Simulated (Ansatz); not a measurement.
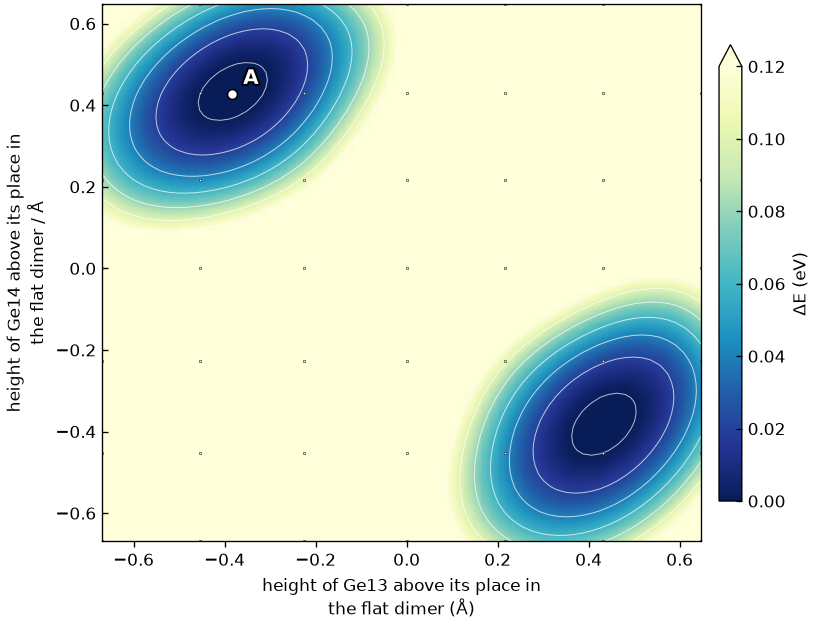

A Ge(100) slab cut from the Fd-3m phase, its lower face capped with 4 H atoms (18 atoms in the cell). Two atoms of the surface dimers are held at set heights. First axis: height of Ge13 above its place in the flat dimer. Second axis: height of Ge14 above its place in the flat dimer. Relaxed at each point: all atoms of the upper layers, but for the two heights. The scan uses a 7 × 7 grid; 28 points were computed and 21 follow by symmetry. Points are written as (first, second). All energies are given in eV relative to the lowest grid point. These are results of DFT LDA, scalar-relativistic, plane waves, PAW in Ansatz 0.2.0, not measurements. Settings: cutoff 420 eV, k-mesh 6×3×1, gaussian smearing 0.05 eV, no spin polarisation.

Drawn: a smooth colour map with a few white contour lines, dots at the grid points, one colour for all values above the top of the scale, the well A. Between grid points the surface is interpolated.

**Where is the minimum, and how stiff is the well along each coordinate? Take the well at A.**

The interpolated minimum is at the first coordinate ≈ −0.385 Å, the second coordinate ≈ 0.428 Å. The curvatures there are about 2.2 eV/Å² and 2.5 eV/Å², with a cross term of about −0.84 eV/Å² (per cell of 18 atoms). Round the minimum the valley is somewhat tilted: raising the first coordinate shifts the best value of the second coordinate upwards (coupling k₁₂/√(k₁₁k₂₂) about −0.4).
